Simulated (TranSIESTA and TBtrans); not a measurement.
Junction: Ag chain with one O atom inserted. Leads: straight Ag chain, spacing 2.809 Å. Geometry: 3 atoms about the centre moved by SIESTA (PBE, DZP) to a largest force of 0.02 eV/Å, all others as built, motion along the axis alone.

Method: TranSIESTA and TBtrans, LDA, DZP numerical orbitals (energy shift 0.15 eV), PseudoDojo norm-conserving scalar-relativistic potentials, mesh cutoff 200 Ry, 300 K, spin-polarised (collinear), no spin-orbit coupling; self-consistent non-equilibrium Green functions.

Energies count from the leads' Fermi level. Transmissions are for each spin. The energy step is 0.01 eV; narrower resonances are cut or missed.

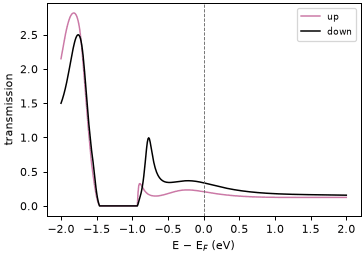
Fig. 1. Transmission against energy

| E (eV) | T up | T down | lead channels up | down |
|---|---|---|---|---|
| -2.00 | 2.15 | 1.50 | 3 | 3 |
| -1.80 | 2.81 | 2.43 | 3 | 3 |
| -1.60 | 0.93 | 1.09 | 3 | 3 |
| -1.40 | 0 | 0 | 0 | 0 |
| -1.20 | 0 | 0 | 0 | 0 |
| -1.00 | 0 | 0 | 0 | 0 |
| -0.80 | 0.19 | 0.84 | 1 | 1 |
| -0.60 | 0.15 | 0.39 | 1 | 1 |
| -0.40 | 0.21 | 0.35 | 1 | 1 |
| -0.20 | 0.23 | 0.37 | 1 | 1 |
| 0.00 | 0.21 | 0.34 | 1 | 1 |
| 0.20 | 0.17 | 0.29 | 1 | 1 |
| 0.40 | 0.15 | 0.24 | 1 | 1 |
| 0.60 | 0.14 | 0.21 | 1 | 1 |
| 0.80 | 0.13 | 0.19 | 1 | 1 |
| 1.00 | 0.12 | 0.18 | 1 | 1 |
| 1.20 | 0.12 | 0.17 | 1 | 1 |
| 1.40 | 0.12 | 0.17 | 1 | 1 |
| 1.60 | 0.12 | 0.16 | 1 | 1 |
| 1.80 | 0.12 | 0.16 | 1 | 1 |
| 2.00 | 0.12 | 0.16 | 1 | 1 |

Moments were seeded on the central atoms alone, and one start was tried. The straight chain is held at its spacing; free chains may zigzag or dimerise.
